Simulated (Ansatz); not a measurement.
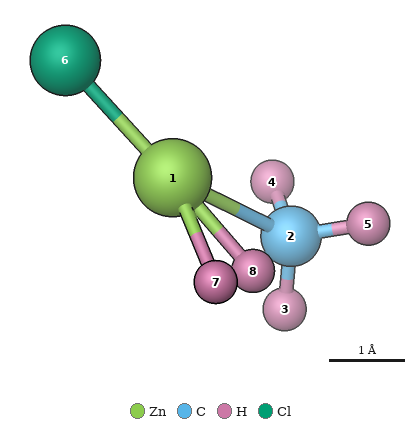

Figure 1. The starting structure (ball-and-stick view, seen at a tilt; atoms are numbered from 1 in the order of the input). Sticks mark near contacts.

# CH5ClZn: molecular dynamics (part 1 of 3)

- system: CH5ClZn
- method: RHF/def2-SVP (Ansatz 0.2.0)

It belongs to a series of runs on one base structure; here: dynamics from the highest image of the converged band. Figures and captions count atoms from 1; the log counts them from 0 in places.

Output:
```
Engine: ansatz 0.2.0, aarch64-unknown-linux-gnu
Functional definition: HF
  exchange = exact_x
  correlation = 0
922 factors; integrals over basis functions are off by at most 2.9e-4 eV
mean field evaluation 1: about -61973.9694 eV, gradient 2.8e1 eV
mean field evaluation 2: about -61974.1628 eV, gradient 2.8e1 eV
mean field evaluation 4: about -61976.5181 eV, gradient 3.1e0 eV
mean field evaluation 8: about -61976.5531 eV, gradient 5.4e-4 eV
mean field -61976.55307624 eV, -2277.5963163352 hartree, gradient 4.2e-5 eV, S^2 0.000000; 0 other end points of the search recorded, 0 dependent functions left out
the calculation of the forces begins
reference -61976.55307624 eV, -2277.5963163352 hartree; 29, 29 occupied and 59, 59 virtual orbitals, 922 factors
md step     0: t =     0.00 fs  T =   300.0 K  F+E_penalty+E_count = -61976.55307624 eV  E_kin = 0.232668 eV  conserved = -61976.32040824 eV  (36 SCF iters)
these checks for a lower state are left out or cut short: starts, cluster_reference, orbital_swaps, neighbouring_geometries, increment
922 factors; integrals over basis functions are off by at most 2.9e-4 eV
mean field evaluation 16: about -61976.5517 eV, gradient 1.3e-2 eV
mean field -61976.55174501 eV, -2277.5962674135 hartree, gradient 9.7e-6 eV, S^2 0.000000; 0 other end points of the search recorded, 0 dependent functions left out
the calculation of the forces begins
reference -61976.55174501 eV, -2277.5962674135 hartree; 29, 29 occupied and 59, 59 virtual orbitals, 922 factors
md step     1: t =     0.50 fs  T =   298.3 K  F+E_penalty+E_count = -61976.55174501 eV  E_kin = 0.231349 eV  conserved = -61976.32039568 eV  (38 SCF iters)
[... from here on the SCF iterations and repeated set-up lines of each step are left out, up to the last step ...]
md step     2: t =     1.00 fs  T =   293.0 K  F+E_penalty+E_count = -61976.54763380 eV  E_kin = 0.227270 eV  conserved = -61976.32036344 eV  (38 SCF iters)
md step     3: t =     1.50 fs  T =   284.9 K  F+E_penalty+E_count = -61976.54125187 eV  E_kin = 0.220935 eV  conserved = -61976.32031681 eV  (38 SCF iters)
md step     4: t =     2.00 fs  T =   274.7 K  F+E_penalty+E_count = -61976.53333902 eV  E_kin = 0.213077 eV  conserved = -61976.32026229 eV  (38 SCF iters)
md step     5: t =     2.50 fs  T =   263.8 K  F+E_penalty+E_count = -61976.52476559 eV  E_kin = 0.204561 eV  conserved = -61976.32020486 eV  (38 SCF iters)
md step     6: t =     3.00 fs  T =   253.1 K  F+E_penalty+E_count = -61976.51645402 eV  E_kin = 0.196308 eV  conserved = -61976.32014633 eV  (38 SCF iters)
md step     7: t =     3.50 fs  T =   244.0 K  F+E_penalty+E_count = -61976.50934999 eV  E_kin = 0.189265 eV  conserved = -61976.32008486 eV  (38 SCF iters)
md step     8: t =     4.00 fs  T =   237.8 K  F+E_penalty+E_count = -61976.50445066 eV  E_kin = 0.184435 eV  conserved = -61976.32001598 eV  (38 SCF iters)
md step     9: t =     4.50 fs  T =   235.9 K  F+E_penalty+E_count = -61976.50287551 eV  E_kin = 0.182941 eV  conserved = -61976.31993452 eV  (38 SCF iters)
md step    10: t =     5.00 fs  T =   240.0 K  F+E_penalty+E_count = -61976.50595059 eV  E_kin = 0.186114 eV  conserved = -61976.31983705 eV  (37 SCF iters)
md step    11: t =     5.50 fs  T =   252.1 K  F+E_penalty+E_count = -61976.51527042 eV  E_kin = 0.195546 eV  conserved = -61976.31972459 eV  (38 SCF iters)
md step    12: t =     6.00 fs  T =   274.8 K  F+E_penalty+E_count = -61976.53269632 eV  E_kin = 0.213090 eV  conserved = -61976.31960652 eV  (38 SCF iters)
md step    13: t =     6.50 fs  T =   310.4 K  F+E_penalty+E_count = -61976.56023489 eV  E_kin = 0.240729 eV  conserved = -61976.31950572 eV  (38 SCF iters)
md step    14: t =     7.00 fs  T =   361.3 K  F+E_penalty+E_count = -61976.59971618 eV  E_kin = 0.280248 eV  conserved = -61976.31946771 eV  (37 SCF iters)
md step    15: t =     7.50 fs  T =   428.8 K  F+E_penalty+E_count = -61976.65216366 eV  E_kin = 0.332599 eV  conserved = -61976.31956508 eV  (37 SCF iters)
md step    16: t =     8.00 fs  T =   511.8 K  F+E_penalty+E_count = -61976.71681045 eV  E_kin = 0.396927 eV  conserved = -61976.31988356 eV  (37 SCF iters)
md step    17: t =     8.50 fs  T =   605.4 K  F+E_penalty+E_count = -61976.79001140 eV  E_kin = 0.469552 eV  conserved = -61976.32045987 eV  (37 SCF iters)
md step    18: t =     9.00 fs  T =   701.3 K  F+E_penalty+E_count = -61976.86502947 eV  E_kin = 0.543887 eV  conserved = -61976.32114287 eV  (37 SCF iters)
md step    19: t =     9.50 fs  T =   790.6 K  F+E_penalty+E_count = -61976.93463224 eV  E_kin = 0.613164 eV  conserved = -61976.32146802 eV  (37 SCF iters)
md step    20: t =    10.00 fs  T =   872.9 K  F+E_penalty+E_count = -61976.99783851 eV  E_kin = 0.676959 eV  conserved = -61976.32087940 eV  (37 SCF iters)
md step    21: t =    10.50 fs  T =   963.5 K  F+E_penalty+E_count = -61977.06681025 eV  E_kin = 0.747234 eV  conserved = -61976.31957577 eV  (37 SCF iters)
md step    22: t =    11.00 fs  T =  1087.2 K  F+E_penalty+E_count = -61977.16219348 eV  E_kin = 0.843217 eV  conserved = -61976.31897668 eV  (38 SCF iters)
md step    23: t =    11.50 fs  T =  1253.8 K  F+E_penalty+E_count = -61977.29254281 eV  E_kin = 0.972379 eV  conserved = -61976.32016379 eV  (38 SCF iters)
md step    24: t =    12.00 fs  T =  1441.2 K  F+E_penalty+E_count = -61977.43992469 eV  E_kin = 1.117744 eV  conserved = -61976.32218029 eV  (37 SCF iters)
md step    25: t =    12.50 fs  T =  1611.9 K  F+E_penalty+E_count = -61977.57346041 eV  E_kin = 1.250118 eV  conserved = -61976.32334226 eV  (37 SCF iters)
md step    26: t =    13.00 fs  T =  1741.5 K  F+E_penalty+E_count = -61977.67376428 eV  E_kin = 1.350607 eV  conserved = -61976.32315726 eV  (37 SCF iters)
md step    27: t =    13.50 fs  T =  1830.3 K  F+E_penalty+E_count = -61977.74166075 eV  E_kin = 1.419481 eV  conserved = -61976.32217938 eV  (36 SCF iters)
md step    28: t =    14.00 fs  T =  1895.3 K  F+E_penalty+E_count = -61977.79100566 eV  E_kin = 1.469908 eV  conserved = -61976.32109789 eV  (36 SCF iters)
md step    29: t =    14.50 fs  T =  1957.1 K  F+E_penalty+E_count = -61977.83817191 eV  E_kin = 1.517824 eV  conserved = -61976.32034838 eV  (35 SCF iters)
md step    30: t =    15.00 fs  T =  2030.3 K  F+E_penalty+E_count = -61977.89478019 eV  E_kin = 1.574631 eV  conserved = -61976.32014939 eV  (36 SCF iters)
md step    31: t =    15.50 fs  T =  2118.8 K  F+E_penalty+E_count = -61977.96386024 eV  E_kin = 1.643264 eV  conserved = -61976.32059578 eV  (36 SCF iters)
md step    32: t =    16.00 fs  T =  2213.5 K  F+E_penalty+E_count = -61978.03833768 eV  E_kin = 1.716699 eV  conserved = -61976.32163858 eV  (35 SCF iters)
md step    33: t =    16.50 fs  T =  2294.3 K  F+E_penalty+E_count = -61978.10226065 eV  E_kin = 1.779348 eV  conserved = -61976.32291303 eV  (36 SCF iters)
md step    34: t =    17.00 fs  T =  2338.5 K  F+E_penalty+E_count = -61978.13722667 eV  E_kin = 1.813676 eV  conserved = -61976.32355028 eV  (35 SCF iters)
md step    35: t =    17.50 fs  T =  2338.2 K  F+E_penalty+E_count = -61978.13596694 eV  E_kin = 1.813446 eV  conserved = -61976.32252143 eV  (36 SCF iters)
md step    36: t =    18.00 fs  T =  2316.1 K  F+E_penalty+E_count = -61978.11634050 eV  E_kin = 1.796252 eV  conserved = -61976.32008848 eV  (35 SCF iters)
md step    37: t =    18.50 fs  T =  2316.0 K  F+E_penalty+E_count = -61978.11488353 eV  E_kin = 1.796186 eV  conserved = -61976.31869703 eV  (35 SCF iters)
md step    38: t =    19.00 fs  T =  2361.3 K  F+E_penalty+E_count = -61978.15144579 eV  E_kin = 1.831357 eV  conserved = -61976.32008928 eV  (35 SCF iters)
md step    39: t =    19.50 fs  T =  2428.1 K  F+E_penalty+E_count = -61978.20565405 eV  E_kin = 1.883159 eV  conserved = -61976.32249528 eV  (36 SCF iters)
md step    40: t =    20.00 fs  T =  2472.4 K  F+E_penalty+E_count = -61978.24096294 eV  E_kin = 1.917502 eV  conserved = -61976.32346083 eV  (35 SCF iters)
md step    41: t =    20.50 fs  T =  2472.5 K  F+E_penalty+E_count = -61978.24026713 eV  E_kin = 1.917552 eV  conserved = -61976.32271557 eV  (35 SCF iters)
md step    42: t =    21.00 fs  T =  2438.5 K  F+E_penalty+E_count = -61978.21250421 eV  E_kin = 1.891223 eV  conserved = -61976.32128081 eV  (36 SCF iters)
md step    43: t =    21.50 fs  T =  2396.5 K  F+E_penalty+E_count = -61978.17869859 eV  E_kin = 1.858659 eV  conserved = -61976.32004009 eV  (36 SCF iters)
md step    44: t =    22.00 fs  T =  2370.7 K  F+E_penalty+E_count = -61978.15802468 eV  E_kin = 1.838617 eV  conserved = -61976.31940750 eV  (35 SCF iters)
md step    45: t =    22.50 fs  T =  2373.7 K  F+E_penalty+E_count = -61978.16048388 eV  E_kin = 1.840970 eV  conserved = -61976.31951339 eV  (35 SCF iters)
md step    46: t =    23.00 fs  T =  2403.4 K  F+E_penalty+E_count = -61978.18435732 eV  E_kin = 1.864005 eV  conserved = -61976.32035278 eV  (39 SCF iters)
md step    47: t =    23.50 fs  T =  2443.0 K  F+E_penalty+E_count = -61978.21644304 eV  E_kin = 1.894717 eV  conserved = -61976.32172653 eV  (40 SCF iters)
md step    48: t =    24.00 fs  T =  2466.3 K  F+E_penalty+E_count = -61978.23578688 eV  E_kin = 1.912733 eV  conserved = -61976.32305373 eV  (40 SCF iters)
md step    49: t =    24.50 fs  T =  2450.2 K  F+E_penalty+E_count = -61978.22355237 eV  E_kin = 1.900282 eV  conserved = -61976.32327024 eV  (39 SCF iters)
md step    50: t =    25.00 fs  T =  2395.0 K  F+E_penalty+E_count = -61978.17906638 eV  E_kin = 1.857487 eV  conserved = -61976.32157946 eV  (40 SCF iters)
md step    51: t =    25.50 fs  T =  2334.3 K  F+E_penalty+E_count = -61978.12950265 eV  E_kin = 1.810374 eV  conserved = -61976.31912893 eV  (40 SCF iters)
md step    52: t =    26.00 fs  T =  2311.0 K  F+E_penalty+E_count = -61978.11101593 eV  E_kin = 1.792323 eV  conserved = -61976.31869306 eV  (39 SCF iters)
md step    53: t =    26.50 fs  T =  2332.7 K  F+E_penalty+E_count = -61978.12992772 eV  E_kin = 1.809158 eV  conserved = -61976.32076959 eV  (39 SCF iters)
md step    54: t =    27.00 fs  T =  2363.8 K  F+E_penalty+E_count = -61978.15601144 eV  E_kin = 1.833241 eV  conserved = -61976.32277015 eV  (39 SCF iters)
md step    55: t =    27.50 fs  T =  2366.2 K  F+E_penalty+E_count = -61978.15808270 eV  E_kin = 1.835130 eV  conserved = -61976.32295262 eV  (40 SCF iters)
md step    56: t =    28.00 fs  T =  2332.5 K  F+E_penalty+E_count = -61978.13074193 eV  E_kin = 1.808958 eV  conserved = -61976.32178377 eV  (40 SCF iters)
md step    57: t =    28.50 fs  T =  2281.7 K  F+E_penalty+E_count = -61978.08999519 eV  E_kin = 1.769628 eV  conserved = -61976.32036752 eV  (39 SCF iters)
md step    58: t =    29.00 fs  T =  2240.6 K  F+E_penalty+E_count = -61978.05714497 eV  E_kin = 1.737745 eV  conserved = -61976.31939954 eV  (40 SCF iters)
md step    59: t =    29.50 fs  T =  2228.3 K  F+E_penalty+E_count = -61978.04733237 eV  E_kin = 1.728200 eV  conserved = -61976.31913244 eV  (65 SCF iters)
md step    60: t =    30.00 fs  T =  2250.2 K  F+E_penalty+E_count = -61978.06478589 eV  E_kin = 1.745184 eV  conserved = -61976.31960231 eV  (40 SCF iters)
md step    61: t =    30.50 fs  T =  2296.7 K  F+E_penalty+E_count = -61978.10198061 eV  E_kin = 1.781263 eV  conserved = -61976.32071798 eV  (39 SCF iters)
md step    62: t =    31.00 fs  T =  2345.8 K  F+E_penalty+E_count = -61978.14142813 eV  E_kin = 1.819274 eV  conserved = -61976.32215447 eV  (40 SCF iters)
md step    63: t =    31.50 fs  T =  2370.6 K  F+E_penalty+E_count = -61978.16164793 eV  E_kin = 1.838524 eV  conserved = -61976.32312415 eV  (39 SCF iters)
md step    64: t =    32.00 fs  T =  2356.2 K  F+E_penalty+E_count = -61978.14988763 eV  E_kin = 1.827356 eV  conserved = -61976.32253153 eV  (40 SCF iters)
md step    65: t =    32.50 fs  T =  2317.6 K  F+E_penalty+E_count = -61978.11768113 eV  E_kin = 1.797461 eV  conserved = -61976.32021968 eV  (39 SCF iters)
md step    66: t =    33.00 fs  T =  2297.8 K  F+E_penalty+E_count = -61978.10042517 eV  E_kin = 1.782079 eV  conserved = -61976.31834586 eV  (40 SCF iters)
md step    67: t =    33.50 fs  T =  2328.6 K  F+E_penalty+E_count = -61978.12525156 eV  E_kin = 1.805995 eV  conserved = -61976.31925647 eV  (39 SCF iters)
md step    68: t =    34.00 fs  T =  2394.7 K  F+E_penalty+E_count = -61978.17906151 eV  E_kin = 1.857255 eV  conserved = -61976.32180674 eV  (40 SCF iters)
md step    69: t =    34.50 fs  T =  2450.7 K  F+E_penalty+E_count = -61978.22392494 eV  E_kin = 1.900689 eV  conserved = -61976.32323553 eV  (40 SCF iters)
md step    70: t =    35.00 fs  T =  2467.2 K  F+E_penalty+E_count = -61978.23624448 eV  E_kin = 1.913452 eV  conserved = -61976.32279278 eV  (39 SCF iters)
md step    71: t =    35.50 fs  T =  2448.3 K  F+E_penalty+E_count = -61978.22024134 eV  E_kin = 1.898820 eV  conserved = -61976.32142090 eV  (40 SCF iters)
md step    72: t =    36.00 fs  T =  2418.4 K  F+E_penalty+E_count = -61978.19574050 eV  E_kin = 1.875623 eV  conserved = -61976.32011753 eV  (40 SCF iters)
md step    73: t =    36.50 fs  T =  2402.7 K  F+E_penalty+E_count = -61978.18280262 eV  E_kin = 1.863415 eV  conserved = -61976.31938730 eV  (39 SCF iters)
md step    74: t =    37.00 fs  T =  2415.8 K  F+E_penalty+E_count = -61978.19299924 eV  E_kin = 1.873605 eV  conserved = -61976.31939441 eV  (39 SCF iters)
md step    75: t =    37.50 fs  T =  2457.7 K  F+E_penalty+E_count = -61978.22622022 eV  E_kin = 1.906073 eV  conserved = -61976.32014750 eV  (39 SCF iters)
md step    76: t =    38.00 fs  T =  2513.1 K  F+E_penalty+E_count = -61978.27054950 eV  E_kin = 1.949056 eV  conserved = -61976.32149397 eV  (39 SCF iters)
md step    77: t =    38.50 fs  T =  2556.0 K  F+E_penalty+E_count = -61978.30529074 eV  E_kin = 1.982364 eV  conserved = -61976.32292671 eV  (40 SCF iters)
md step    78: t =    39.00 fs  T =  2561.1 K  F+E_penalty+E_count = -61978.30973544 eV  E_kin = 1.986304 eV  conserved = -61976.32343149 eV  (40 SCF iters)
md step    79: t =    39.50 fs  T =  2522.9 K  F+E_penalty+E_count = -61978.27875167 eV  E_kin = 1.956691 eV  conserved = -61976.32206092 eV  (37 SCF iters)
md step    80: t =    40.00 fs  T =  2469.7 K  F+E_penalty+E_count = -61978.23502324 eV  E_kin = 1.915428 eV  conserved = -61976.31959560 eV  (37 SCF iters)
md step    81: t =    40.50 fs  T =  2445.2 K  F+E_penalty+E_count = -61978.21516158 eV  E_kin = 1.896367 eV  conserved = -61976.31879458 eV  (36 SCF iters)
md step    82: t =    41.00 fs  T =  2462.7 K  F+E_penalty+E_count = -61978.23068163 eV  E_kin = 1.909985 eV  conserved = -61976.32069689 eV  (36 SCF iters)
md step    83: t =    41.50 fs  T =  2490.0 K  F+E_penalty+E_count = -61978.25402521 eV  E_kin = 1.931125 eV  conserved = -61976.32290048 eV  (36 SCF iters)
md step    84: t =    42.00 fs  T =  2486.0 K  F+E_penalty+E_count = -61978.25135389 eV  E_kin = 1.928034 eV  conserved = -61976.32331956 eV  (36 SCF iters)
md step    85: t =    42.50 fs  T =  2438.9 K  F+E_penalty+E_count = -61978.21374982 eV  E_kin = 1.891551 eV  conserved = -61976.32219847 eV  (36 SCF iters)
md step    86: t =    43.00 fs  T =  2366.8 K  F+E_penalty+E_count = -61978.15630654 eV  E_kin = 1.835632 eV  conserved = -61976.32067434 eV  (36 SCF iters)
md step    87: t =    43.50 fs  T =  2298.1 K  F+E_penalty+E_count = -61978.10187321 eV  E_kin = 1.782337 eV  conserved = -61976.31953624 eV  (36 SCF iters)
md step    88: t =    44.00 fs  T =  2255.3 K  F+E_penalty+E_count = -61978.06825419 eV  E_kin = 1.749159 eV  conserved = -61976.31909566 eV  (36 SCF iters)
md step    89: t =    44.50 fs  T =  2247.5 K  F+E_penalty+E_count = -61978.06248815 eV  E_kin = 1.743074 eV  conserved = -61976.31941434 eV  (36 SCF iters)
md step    90: t =    45.00 fs  T =  2268.1 K  F+E_penalty+E_count = -61978.07950835 eV  E_kin = 1.759084 eV  conserved = -61976.32042484 eV  (36 SCF iters)
md step    91: t =    45.50 fs  T =  2297.3 K  F+E_penalty+E_count = -61978.10350290 eV  E_kin = 1.781664 eV  conserved = -61976.32183925 eV  (36 SCF iters)
md step    92: t =    46.00 fs  T =  2308.4 K  F+E_penalty+E_count = -61978.11324476 eV  E_kin = 1.790320 eV  conserved = -61976.32292444 eV  (36 SCF iters)
md step    93: t =    46.50 fs  T =  2284.2 K  F+E_penalty+E_count = -61978.09412164 eV  E_kin = 1.771558 eV  conserved = -61976.32256322 eV  (35 SCF iters)
md step    94: t =    47.00 fs  T =  2235.7 K  F+E_penalty+E_count = -61978.05430530 eV  E_kin = 1.733926 eV  conserved = -61976.32037923 eV  (36 SCF iters)
md step    95: t =    47.50 fs  T =  2204.1 K  F+E_penalty+E_count = -61978.02766076 eV  E_kin = 1.709375 eV  conserved = -61976.31828590 eV  (36 SCF iters)
md step    96: t =    48.00 fs  T =  2225.2 K  F+E_penalty+E_count = -61978.04465333 eV  E_kin = 1.725794 eV  conserved = -61976.31885916 eV  (36 SCF iters)
```
